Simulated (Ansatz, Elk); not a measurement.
# How far do independent atoms describe Zn3Mo?

Structure refinements treat a crystal as free atoms side by side. For a made-up structure of Zn3Mo (cell and positions from a r2SCAN relaxation) the runs below show what the calculated density changes in F(hkl).

Main program and level: Elk 11.2.3 (patched build); DFT, PBE, all-electron APW+lo, Dirac cores, scalar-relativistic bands, static density, no spin.

The structure was built from a prototype and need not be the compound's stable phase.

## (1) The starting structure

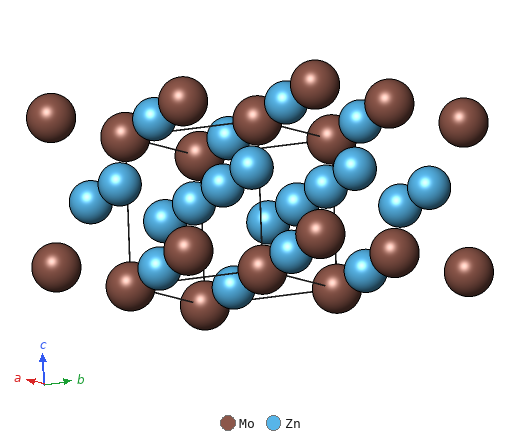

Start, viewed from a free direction; molybdenum brown, zinc blue. 2×2×1 cells are drawn. Some periodic images of atoms are drawn too.

## (2) Ground state and structure factors

An all-electron density is needed, since X-rays see the cores too. Task 0 finds the density and task 195 Fourier-transforms it; tshift is off so that phases refer to the origin typed.

elk.in

```
tasks
  0
  195

xctype
  20

spinpol
  .false.

rgkmax
  7.0

gmaxvr
  14.0

lmaxo
  7

lmaxapw
  8

swidth
  0.002

tshift
  .false.

ramdisk
  .false.

hmaxvr
  5.5

maxscl
  120

epspot
  1e-06

sppath
  './'

avec
  7.22897876079 -0.00000000000 0.00000000000
  -0.00000000000 7.22897876079 -0.00000000000
  0.00000000000 -0.00000000000 7.22897876079

atoms
  2
  'Mo.in'
  1
  -0.0000000000 0.0000000000 0.0000000000   0.000000 0.000000 0.000000
  'Zn.in'
  3
  0.5000000000 0.5000000000 -0.0000000000   0.000000 0.000000 0.000000
  0.5000000000 -0.0000000000 0.5000000000   0.000000 0.000000 0.000000
  -0.0000000000 0.5000000000 0.5000000000   0.000000 0.000000 0.000000

ngridk
  6 6 6
```

The run is started by

```console
$ OMP_NUM_THREADS=4 elk
```

Numbers of over 12 decimals in the logs are rounded to 6 here.

The log of the run:

```text
┌─────────────────────────┐
│ Elk code version 11.2.3 │
└─────────────────────────┘

All units are atomic (Hartree, Bohr, etc.)

┌─────────────────────────────────────────────────┐
│ Ground-state run starting from atomic densities │
└─────────────────────────────────────────────────┘

Lattice vectors :
   7.228978761      -0.000000000       0.000000000
  -0.000000000       7.228978761      -0.000000000
   0.000000000      -0.000000000       7.228978761

Reciprocal lattice vectors :
  0.8691663809       0.000000000       0.000000000
   0.000000000      0.8691663809       0.000000000
   0.000000000       0.000000000      0.8691663809

Unit cell volume      :    377.7729402
Brillouin zone volume :   0.6566119143

Muffin-tin inner radius fraction :   0.1000000000E-01

Nuclei treated as point charges

Species : 1 (Mo)
 parameters loaded from : Mo.in
 name : molybdenum
 nuclear charge    :   -42.00000000
 electronic charge :    42.00000000
 atomic mass :    174887.9214
 muffin-tin radius :    2.600000000
 number of radial points in muffin-tin :   1193
 inner part over the whole radius :   0.9897744308E-02
 number on inner part of muffin-tin    :    848
 approximate nuclear radius :   0.8334154960E-04
 number of mesh points to nuclear radius :    419
 atomic positions (lattice), magnetic fields (Cartesian) :
  1 :   0.00000000  0.00000000  0.00000000    0.00000000  0.00000000  0.00000000

Species : 2 (Zn)
 parameters loaded from : Zn.in
 name : zinc
 nuclear charge    :   -30.00000000
 electronic charge :    30.00000000
 atomic mass :    119233.3130
 muffin-tin radius :    2.400000000
 number of radial points in muffin-tin :    993
 inner part over the whole radius :   0.9843840322E-02
 number on inner part of muffin-tin    :    701
 approximate nuclear radius :   0.7484757725E-04
 number of mesh points to nuclear radius :    337
 atomic positions (lattice), magnetic fields (Cartesian) :
  1 :   0.50000000  0.50000000  0.00000000    0.00000000  0.00000000  0.00000000
  2 :   0.50000000  0.00000000  0.50000000    0.00000000  0.00000000  0.00000000
  3 :   0.00000000  0.50000000  0.50000000    0.00000000  0.00000000  0.00000000

Total number of atoms per unit cell :    4
Total muffin-tin volume :    247.3396840
 ratio of muffin-tin to unit cell volume :   0.6547310770

Spin treatment :
 spin-unpolarised

Number of Bravais lattice symmetries :   48
Number of crystal symmetries         :   48
Crystal has inversion symmetry
Real symmetric eigensolver will be used

k-point grid :      6     6     6
k-point offset :    0.000000000       0.000000000       0.000000000
k-point set is reduced with full crystal symmetry group
Total number of k-points :       20

Muffin-tin radius times maximum |G+k| :    7.000000000
 using average radius
Maximum |G+k| for APW functions       :    2.857142857
Maximum (1/2)|G+k|²                   :    4.081632653
Maximum |G| for potential and density :    14.00000000
Constant for pseudocharge density :    9
 order of it for each species :   16  16
 order of it for pair densities of each species (exact exchange by exxq0 0: 17) :   11   9
Radial integration step length :    1

G-vector grid sizes :     35    35    35
Number of G-vectors :    17461

Maximum angular momentum used for
 APW functions            :    8
 outer part of muffin-tin :    7
 inner part of muffin-tin :    2

Total nuclear charge    :   -132.0000000
Total core charge       :    64.00000000
Total valence charge    :    68.00000000
Total excess charge     :    0.000000000
Total electronic charge :    132.0000000

Effective Wigner radius, rₛ :   0.8807569968

Number of empty states         :     16
Total number of valence states :     51
Total number of core states    :     64

Third-order local-orbitals added for an l without core states : T
Total number of local-orbitals :     84

Exchange-correlation functional :     20     0     0
 Perdew-Burke-Ernzerhof, Phys. Rev. Lett. 77, 3865 (1996)
 gradient requirement :    1
[...]
Madelung                    :     -11405.017385343
 xc potential                :     -432.58503166637
 exchange                    :     -331.49947289365
 correlation                 :     -6.584282
 electron entropic           :    -0.33816745319738E-03
 total energy                :     -9438.6444546662

Density of states at Fermi energy :    24.62872505
 (states/Hartree/unit cell)

Estimated indirect band gap :   0.5840778881E-02
 from k-point 7 to k-point 5
Estimated direct band gap   :   0.2210124639E-01
 at k-point 6

Charges :
 core                        :    64.00000000
 valence                     :    68.00000000
 interstitial                :    4.413821246
 muffin-tins (core leakage)
  species : 1 (Mo)
   atom 1                    :    40.26525745     ( -0.5858897367E-08)
  species : 2 (Zn)
   atom 1                    :    29.10697377     (  0.8688378138E-04)
[...]
total in muffin-tins        :    127.5861788
 total calculated charge     :    131.9988511
 total charge                :    132.0000000
 error                       :   0.1148878547E-02

RMS change in Kohn-Sham potential (target) :   0.1594917852     (  0.1000000000E-05)
Absolute change in total energy (target)   :   0.1663602211     (  0.1000000000E-03)

[... loops 3 to 14 left out ...]

┌──────────────────┐
│ Loop number : 15 │
└──────────────────┘

Energies :
 Fermi                       :     0.311964
 sum of occupied eigenvalues :     -5487.5021575549
 electron kinetic            :      9685.6682058081
 core electron kinetic       :      8949.1049771007
 Coulomb                     :     -18784.592201046
 Coulomb potential           :     -14732.030030179
 nuclear-nuclear             :     -1398.2040663177
 electron-nuclear            :     -20085.944472239
 Hartree                     :      2699.5563375107
 Madelung                    :     -11418.577185957
 xc potential                :     -441.14033318439
 exchange                    :     -332.41053538266
 correlation                 :     -6.586783
 electron entropic           :    -0.41180669910543E-03
 total energy                :     -9437.9217255410

Density of states at Fermi energy :    31.75389052
 (states/Hartree/unit cell)

Estimated indirect band gap :   0.8928779864E-03
 from k-point 5 to k-point 1
Estimated direct band gap   :   0.1845393352E-01
 at k-point 2

Charges :
 core                        :    64.00000000
 valence                     :    68.00000000
 interstitial                :    4.100100352
 muffin-tins (core leakage)
  species : 1 (Mo)
[...]
species : 2 (Zn)
[...]
total in muffin-tins        :    127.8998996
 total calculated charge     :    131.9988698
 total charge                :    132.0000000
 error                       :   0.1130175883E-02

RMS change in Kohn-Sham potential (target) :   0.2504450170E-06 (  0.1000000000E-05)
Absolute change in total energy (target)   :   0.4180066207E-04 (  0.1000000000E-03)

Convergence targets achieved

┌──────────────────┐
│ Loop number : 16 │
└──────────────────┘

Energies :
 Fermi                       :     0.311964
 sum of occupied eigenvalues :     -5487.5021609805
 electron kinetic            :      9685.6682071594
 core electron kinetic       :      8949.1049796010
 Coulomb                     :     -18784.592204003
 Coulomb potential           :     -14732.030033025
 nuclear-nuclear             :     -1398.2040663177
 electron-nuclear            :     -20085.944476296
 Hartree                     :      2699.5563386105
 Madelung                    :     -11418.577187491
 xc potential                :     -441.14033511471
 exchange                    :     -332.41053541522
 correlation                 :     -6.586783
 electron entropic           :    -0.41180650830359E-03
 total energy                :     -9437.9217271677

Density of states at Fermi energy :    31.75387392
 (states/Hartree/unit cell)

Estimated indirect band gap :   0.8929032784E-03
 from k-point 5 to k-point 1
Estimated direct band gap   :   0.1845392302E-01
 at k-point 2

Charges :
 core                        :    64.00000000
 valence                     :    68.00000000
 interstitial                :    4.100100139
 muffin-tins (core leakage)
  species : 1 (Mo)
[...]
species : 2 (Zn)
   atom 1                    :    29.13202885     (  0.8181843807E-04)
   atom 2                    :    29.13202885     (  0.8181843807E-04)
   atom 3                    :    29.13202885     (  0.8181843807E-04)
 total in muffin-tins        :    127.8998999
 total calculated charge     :    131.9988698
 total charge                :    132.0000000
 error                       :   0.1130176125E-02

┌──────────────────────────────┐
│ Self-consistent loop stopped │
└──────────────────────────────┘

Wrote STATE.OUT
```

Run time: 18 s. Hardware: 4 threads of Arm Neoverse V1, shared host; peak memory 0.18 GiB; 49 s of CPU time.

SFACRHO.OUT:

```text

h k l indices transformed by vhmat matrix:
   1.000000000       0.000000000       0.000000000    
   0.000000000       1.000000000       0.000000000    
   0.000000000       0.000000000       1.000000000    

      h      k      l  multipl.   |H|            Re(F)            Im(F)           |F|

      0      0      0      1   0.0000000       132.00000     -0.44776948E-17   132.00000    
     -1      0      0      6  0.86916638       10.178532     -0.62143292E-14   10.178532    
      1     -1      0     12   1.2291869       9.0061645      0.46502160E-14   9.0061645    
     -1     -1     -1      8   1.5054403       100.95547      0.16896489E-13   100.95547    
      0      0     -2      6   1.7383328       95.448856      0.10652810E-13   95.448856    
     -1     -2      0     24   1.9435151       7.8726216     -0.51225749E-14   7.8726216    
      1     -2      1     24   2.1290141       7.7385225     -0.98025683E-14   7.7385225    
      0      2     -2     12   2.4583738       80.634160     -0.70229193E-14   80.634160    
      0     -3      0      6   2.6074991       7.2174698     -0.12872770E-13   7.2174698    
     -1      2     -2     24   2.6074991       7.4460973     -0.11078910E-13   7.4460973    
      3      1      0     24   2.7485454       7.2547517     -0.29289140E-17   7.2547517    
      1     -3      1     24   2.8826988       72.733899      0.39939440E-14   72.733899    
     -2      2      2      8   3.0108807       70.661846     -0.77477469E-14   70.661846    
     -3      2      0     24   3.1338240       7.2655262     -0.11247696E-13   7.2655262    
     -3      1      2     48   3.2521228       7.3041466      0.70060098E-15   7.3041466    
      0     -4      0      6   3.4766655       63.123824      0.13693638E-13   63.123824    
      2     -2     -3     24   3.5836648       7.3533243     -0.47486909E-14   7.3533243    
      4     -1      0     24   3.5836648       7.2209381     -0.33160628E-14   7.2209381
```

Elk indexes on the primitive cell of elk.in and gives |H| = 4π sin θ/λ in inverse bohr. Below, one row stands for each form hkl of the conventional cell (m members, Friedel mates merged), F is for one primitive cell and the density is static (no thermal factor). Free-atom factors are Waasmaier and Kirfel's, and R is Σm||F|−|F'||/Σm|F|.

```tsv
hkl	m	sin θ/λ (Å⁻¹)	abs F, DFT	neutral atoms	diff.
100	6	0.131	10.178	10.136	+0.043
110	12	0.185	9.006	9.145	-0.139
111	8	0.226	100.956	101.826	-0.870
200	6	0.261	95.449	96.400	-0.951
210	24	0.292	7.873	7.753	+0.120
211	24	0.320	7.739	7.526	+0.212
220	12	0.370	80.634	80.776	-0.142
300	6	0.392	7.218	7.200	+0.017
221	24	0.392	7.446	7.200	+0.246
310	24	0.413	7.255	7.168	+0.087
311	24	0.433	72.734	72.751	-0.017
222	8	0.453	70.662	70.528	+0.134
320	24	0.471	7.266	7.181	+0.085
321	48	0.489	7.304	7.205	+0.099
400	6	0.523	63.124	63.205	-0.081
322	24	0.539	7.353	7.293	+0.061
410	24	0.539	7.221	7.293	-0.072
411	24	0.554	7.239	7.319	-0.081
330	12	0.554	7.330	7.319	+0.010
331	24	0.570	58.958	58.910	+0.048
420	24	0.585	57.634	57.647	-0.013
421	48	0.599	7.315	7.378	-0.063
```

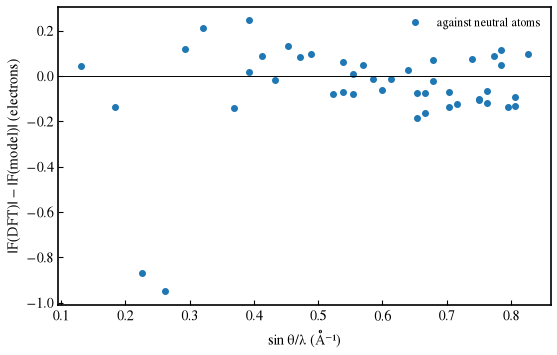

Difference between the calculated structure factors and the independent-atom ones.

## (3) The highest occupied states alone

An energy window below the Fermi level keeps the highest occupied states, to see at which angles they scatter; shallow core shells can lie inside it and anion s states outside. No new self-consistency is needed.

Edit elk.in of step 2 so:

```diff
@@ -1,3 +1,2 @@
 tasks
-  0
   195
@@ -40,2 +39,5 @@
 
+wsfac
+  -0.129030 0.611960
+
 sppath
```

The run is started by

```console
$ OMP_NUM_THREADS=4 elk
```

The log of the run:

```text
┌─────────────────────────────────┐
│ Elk code version 11.2.3 started │
└─────────────────────────────────┘

Info(readinput): the functional depends on the density's gradient
 muffin-tin radial points multiplied by    2.00000
 (not where nrmtscf is given)

┌────────────────────┐
│ Current task : 195 │
└────────────────────┘

Info(sfacrho): density structure factors written to SFACRHO.OUT

 Energy window :  -0.1290300000      0.6119600000

┌──────────────────┐
│ Elk code stopped │
└──────────────────┘
```

Elapsed: 6.3 s, on 4 threads; peak memory 0.18 GiB; 8.6 s of CPU time.

States within 12 eV below the Fermi level hold 42.00 electrons; any levels below the window count with the cores. Their amplitudes can exceed the total, where window and core parts have opposite phase:

```tsv
hkl	sin θ/λ (Å⁻¹)	abs F, window	abs F, all
100	0.131	6.416	10.178
110	0.185	6.437	9.006
111	0.226	21.399	100.956
200	0.261	18.700	95.449
210	0.292	5.158	7.873
211	0.320	4.731	7.739
220	0.370	12.850	80.634
300	0.392	4.006	7.218
221	0.392	3.779	7.446
310	0.413	3.660	7.255
```

## (4) Another functional

The difference from free atoms is small, so it is set against the change that PBEsol makes.

Edit elk.in of step 3 so:

```diff
@@ -1,2 +1,3 @@
 tasks
+  0
   195
@@ -4,3 +5,3 @@
 xctype
-  20
+  22
 
@@ -39,5 +40,2 @@
 
-wsfac
-  -0.129030 0.611960
-
 sppath
```

The run is started by

```console
$ OMP_NUM_THREADS=4 elk
```

The log of the run:

```text
┌─────────────────────────┐
│ Elk code version 11.2.3 │
└─────────────────────────┘

All units are atomic (Hartree, Bohr, etc.)

┌─────────────────────────────────────────────────┐
│ Ground-state run starting from atomic densities │
└─────────────────────────────────────────────────┘

Lattice vectors :
   7.228978761      -0.000000000       0.000000000
  -0.000000000       7.228978761      -0.000000000
   0.000000000      -0.000000000       7.228978761

Reciprocal lattice vectors :
  0.8691663809       0.000000000       0.000000000
[...]
valence                     :    68.00000000
 interstitial                :    4.101649344
 muffin-tins (core leakage)
  species : 1 (Mo)
[...]
species : 2 (Zn)
[...]
atom 2                    :    29.13395014     (  0.8352609698E-04)
   atom 3                    :    29.13395014     (  0.8352609698E-04)
 total in muffin-tins        :    127.8983507
 total calculated charge     :    131.9988488
 total charge                :    132.0000000
 error                       :   0.1151169960E-02

┌──────────────────────────────┐
│ Self-consistent loop stopped │
└──────────────────────────────┘

Wrote STATE.OUT
[key lines of the parts left out:]
total energy                :     -9431.5712121331
```

The job ended after 18 s (4 threads; peak memory 0.18 GiB; 49 s of CPU time).

Against the first run R = 0.03 %; the largest change is -0.030 at 220.

## (5) A coarser k-mesh

About half the k-points along each axis test the sampling.

Edit elk.in of step 4 so:

```diff
@@ -5,3 +5,3 @@
 xctype
-  22
+  20
 
@@ -60,2 +60,2 @@
 ngridk
-  6 6 6
+  3 3 3
```

The run is started by

```console
$ OMP_NUM_THREADS=4 elk
```

The log of the run:

```text
┌─────────────────────────┐
│ Elk code version 11.2.3 │
└─────────────────────────┘

All units are atomic (Hartree, Bohr, etc.)

┌─────────────────────────────────────────────────┐
│ Ground-state run starting from atomic densities │
└─────────────────────────────────────────────────┘

Lattice vectors :
   7.228978761      -0.000000000       0.000000000
  -0.000000000       7.228978761      -0.000000000
   0.000000000      -0.000000000       7.228978761

Reciprocal lattice vectors :
  0.8691663809       0.000000000       0.000000000
[...]
valence                     :    68.00000000
 interstitial                :    4.109914649
 muffin-tins (core leakage)
  species : 1 (Mo)
[...]
species : 2 (Zn)
[...]
atom 2                    :    29.13006614     (  0.8168378102E-04)
   atom 3                    :    29.13006614     (  0.8168378102E-04)
 total in muffin-tins        :    127.8900854
 total calculated charge     :    131.9989591
 total charge                :    132.0000000
 error                       :   0.1040892211E-02

┌──────────────────────────────┐
│ Self-consistent loop stopped │
└──────────────────────────────┘

Wrote STATE.OUT
[key lines of the parts left out:]
total energy                :     -9437.9122539084
```

Run time: 11 s. Hardware: 4 threads; peak memory 0.18 GiB.

Against the first run R = 0.05 %; the largest change is +0.049 at 300.

## (6) Basis size

A smaller basis shows how fast F responds to it; the change is likely larger than the basis error of the first run, but doesn't show convergence.

Edit elk.in of step 5 so:

```diff
@@ -11,3 +11,3 @@
 rgkmax
-  7.0
+  5.5
 
@@ -60,2 +60,2 @@
 ngridk
-  3 3 3
+  6 6 6
```

The run is started by

```console
$ OMP_NUM_THREADS=4 elk
```

The log of the run:

```text
┌─────────────────────────┐
│ Elk code version 11.2.3 │
└─────────────────────────┘

All units are atomic (Hartree, Bohr, etc.)

┌─────────────────────────────────────────────────┐
│ Ground-state run starting from atomic densities │
└─────────────────────────────────────────────────┘

Lattice vectors :
   7.228978761      -0.000000000       0.000000000
  -0.000000000       7.228978761      -0.000000000
   0.000000000      -0.000000000       7.228978761

Reciprocal lattice vectors :
  0.8691663809       0.000000000       0.000000000
[...]
valence                     :    68.00000000
 interstitial                :    4.234564270
 muffin-tins (core leakage)
  species : 1 (Mo)
[...]
species : 2 (Zn)
[...]
atom 2                    :    29.10422377     (  0.8224458801E-04)
   atom 3                    :    29.10422377     (  0.8224458801E-04)
 total in muffin-tins        :    127.7654357
 total calculated charge     :    132.0001670
 total charge                :    132.0000000
 error                       :   0.1669719429E-03

┌──────────────────────────────┐
│ Self-consistent loop stopped │
└──────────────────────────────┘

Wrote STATE.OUT
[key lines of the parts left out:]
total energy                :     -9437.7802914735
```

Run time: 17 s. Hardware: 4 threads; peak memory 0.18 GiB; 45 s of CPU time.

Against the first run R = 0.03 %; the largest change is +0.104 at 220.

## (7) Settings against the effect

```tsv
run	R against the first run (%)	R against neutral atoms, low angle (%)	wall time
PBE, rgkmax 7	0.00	1.00	18 s
PBEsol	0.03	1.03	18 s
k-mesh 3×3×3	0.05	1.02	11 s
rgkmax 5.5	0.03	1.01	17 s
```

## (8) What came out

| Property | Result |
| --- | --- |
| R against neutral atoms, sin θ/λ < 0.3 Å⁻¹ | 1.00 % |
| R against neutral atoms, 0.3 to 0.83 Å⁻¹ | 0.46 % |

In words: Independent neutral atoms miss the calculated amplitudes by R = 1.00 % below 0.3 Å⁻¹ and 0.46 % from there to 0.83 Å⁻¹; by shells, 0.42 % below 0.15 Å⁻¹ (1 form), 1.03 % 0.15 to 0.3 (4 forms), 0.46 % 0.3 to 0.45 (6 forms), 0.45 % above 0.45 (34 forms). Bonding, aspherical density and the tables' own atoms all enter these figures, and the runs don't part them. The largest change of an amplitude is -0.95 electrons, at 200. The window's part falls from 42.0 electrons at the origin to at most 9.38 between 0.45 and 0.83 Å⁻¹, where compact states inside the window still scatter. Below 0.3 Å⁻¹ the changes that finished (PBEsol, k-mesh 3×3×3 and rgkmax 5.5) move F by R = 0.04 % at most, against the 1.00 % that separates it from free atoms. These runs have no spin, though d or f shells may be open. Part of the difference isn't bonding: the tables are fits to free atoms and ions calculated by other methods than this functional. Thermal motion, anomalous dispersion and extinction are left out.

[Logs are printed without paths, hosts, clocks, repeated set-up lines and the standing remarks that a program may print on its own settings, such as how far it seeks lower states.]

[Hosts, paths, dates, database ids (printed as entryN), source tags and the programs' standing remarks are cut or masked in the printed files.]
